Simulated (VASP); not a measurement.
Band structure of Tb (hcp). Calculation: PW91 GGA, VASP's PBE PAW potentials (set 64) (plane waves; VASP 6.6.1).

The 4f electrons are frozen in the core of the lanthanide potential, so 4f levels, which can set the real gap, and their magnetism are missing.

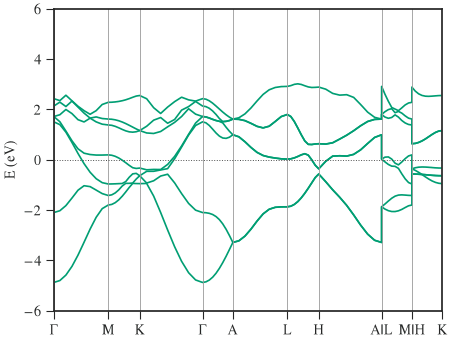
Figure. Bands along high-symmetry lines, zero at the valence-band maximum or, without a gap, the Fermi level

Q: Read the plot: is there a gap, and where are the band edges?

A: It has no gap at this level: it comes out as a metal or semimetal. (Edges off the drawn lines would not show.)

The compound is Tb in the hcp structure. It was relaxed first.
